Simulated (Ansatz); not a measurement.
```xyz
9

I    -1.0904    1.9941   -1.7465
N    -0.9232   -0.6568    0.7176
N     0.4897    1.6796    1.1936
Si    0.0336    0.5592   -0.0212
H    -1.0821   -1.5366    0.2354
H    -1.7247   -0.3934    1.2845
H     1.0789   -0.1605   -0.7949
H     0.7091    2.6442    0.9724
H     0.9223    1.3612    2.0555
```

Geometry: B3LYP-D3(BJ)/def2-SVP; core potentials replace the inner electrons of I.

The calculation used isolated molecule in a Gaussian basis; Kohn-Sham density functional theory, functional PBE0 (Ansatz).

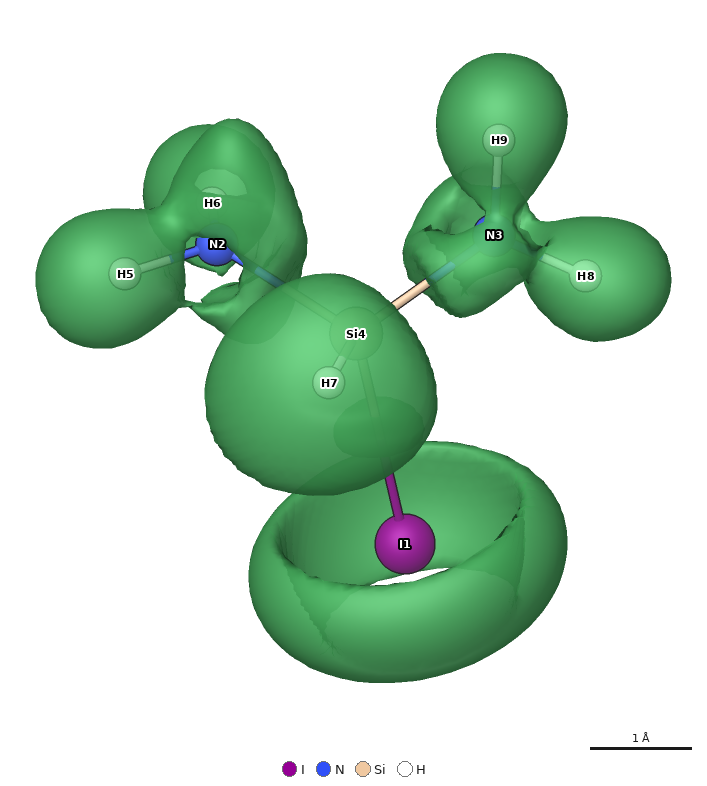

H5IN2Si (SMILES N[SiH](N)I). Isosurface of the ELF at 0.8 (green), seen across its widest extent. Core shells and regions of very low density are left out.

Q: Where are the electrons localised?

A: The ELF exceeds this value in one region between bonded I–Si atoms (shared pairs), one region around a hydrogen nucleus, one ring or bowl of non-bonding electrons around I and two joined regions spread over several atoms (H, N), in which their bonds and any lone pairs are merged. Profiles from the grid: Si–N (1.71 Å): the ELF peaks at about 0.90 between the atoms (a shared but strongly polarised pair). Si–I (2.51 Å): the ELF peaks at about 0.85 between the atoms (a covalent bond).
